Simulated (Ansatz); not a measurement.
Start from TaAs in the CsCl type structure (space group Pm-3m, No. 221; a = 3.1783 Å; a hypothetical phase, not in the database extracts checked; relaxed with 0.1 eV smearing). Axes: x, y, z lie along the cube axes.

Structures relaxed with Kohn–Sham DFT with the PBEsol functional, run in Ansatz (an electronic-structure program) with PAW and 420 eV plane waves, scalar-relativistic without spin-orbit coupling.

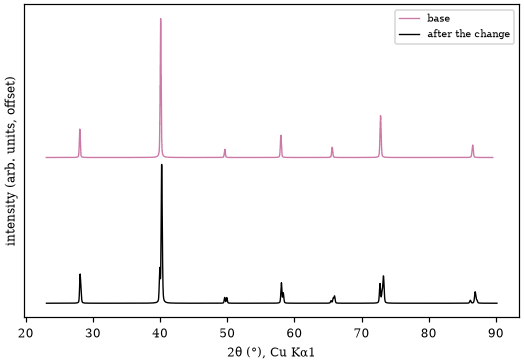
*Simulated powder patterns before (top) and after one change*

**Question.** Which of these changes matches the shifts?
(A) biaxial strain −0.56 %, plane normal [110], relaxed out of plane
(B) biaxial strain +2.18 %, plane normal [001], relaxed out of plane
(C) uniaxial strain ε_yy = −2.98 %

**Answer.** A, biaxial strain −0.56 %, plane normal [110], relaxed out of plane. Its volume per atom is 15.93 Å³ against 16.05 Å³, and its space group is Cmmm (No. 65).

Whether these cells are dynamically stable was not tested. The final runs are not spin-polarised.
